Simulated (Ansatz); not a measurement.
Cost against accuracy: basis.ecutwfc for MoPb₃Cl₂O₅ (Cmcm, 22 atoms in the cell)

Cell: a = 7.0615 Å, b = 7.0615 Å, c = 10.9070 Å, α = 90.00°, β = 90.00°, γ = 133.79°.

Method of the run: PBEsol, default PAW files made with PBE (plane waves; Ansatz, a first-principles code).

Base settings: basis.ecutwfc = 420 eV; kpoints.mp_grid.grid = 4 4 2; hamiltonian.xc = pbesol; hamiltonian.pseudopotentials = {kind: paw} (the program's default PAW files); scf.occupations.method = cold; scf.occupations.width = 0.136 eV.

Misses are taken against the tightest run, 840 eV, which need not be fully converged itself. The energy is the free energy per atom.

The count of work is k-points × plane waves × bands × iterations; it is no time, and leaves out set-up, grids and terms that scale otherwise. Core times come from one kind of shared machine and are given to one figure; runs under 30 s give none.

Ansatz's pressure holds its estimate of the finite-basis (Pulay) stress, which hides part of the cutoff error; the uncorrected pressure shows it.

The starting cell comes from a database of published, mostly measured structures (it also holds non-ambient and calculated ones), without a prior relaxation at this level. Its lattice was rescaled by a random factor within 2.5 % of one. Ansatz's pressure includes its estimate of the finite-basis (Pulay) stress.

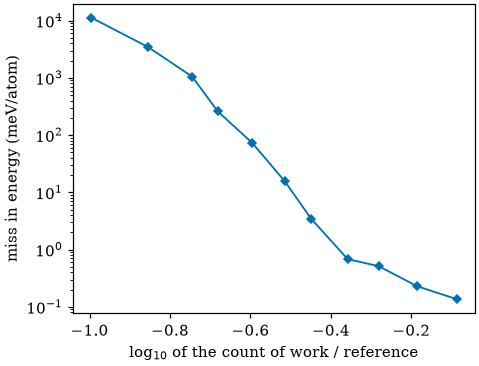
*Miss against the count of work; the reference run is not drawn, and misses under 0.1 meV/atom are drawn there.*

| basis.ecutwfc | energy less reference (meV/atom) | pressure less reference (GPa) | largest difference in the force on any atom (eV/Å) | uncorrected pressure less reference (GPa) | count of work / reference | core time / reference (rough) |
|---|---|---|---|---|---|---|
| 170 eV | 11260.91 | 5.34 | 2.980 | -328.60 | 0.10 | – |
| 210 eV | 3467.62 | 0.47 | 1.711 | -128.43 | 0.14 | – |
| 250 eV | 1052.16 | 0.41 | 0.653 | -47.51 | 0.18 | – |
| 295 eV | 260.27 | 0.02 | 0.174 | -14.43 | 0.21 | – |
| 335 eV | 72.57 | -0.09 | 0.058 | -4.82 | 0.25 | – |
| 380 eV | 15.56 | -0.02 | 0.005 | -1.28 | 0.31 | – |
| 420 eV | 3.47 | 0.01 | 0.004 | -0.31 | 0.36 | – |
| 485 eV | 0.68 | 0.01 | 0.005 | 0.00 | 0.44 | – |
| 545 eV | 0.51 | 0.01 | 0.003 | 0.00 | 0.52 | 0.5 |
| 630 eV | 0.23 | 0.00 | 0.001 | 0.00 | 0.65 | 0.6 |
| 735 eV | 0.14 | 0.00 | 0.000 | 0.01 | 0.82 | 0.8 |
| 840 eV | 0.00 | 0.00 | 0.000 | 0.00 | 1.0 | 1 |

Coarsest setting among those run that, with all tighter ones, holds the energy within 20 meV/atom of the reference: 380 eV, off by 16 meV/atom; it needs 0.31 of the reference's count of work.

Coarsest setting among those run that, with all tighter ones, holds the energy within 10 meV/atom of the reference: 420 eV, off by 3.5 meV/atom; it needs 0.36 of the reference's count of work.

The step from 210 eV to 420 eV: it takes the miss in the energy from 3500 to 3.5 meV/atom, for 2.5 times the count of work.

Keys are those of Ansatz 0.2.
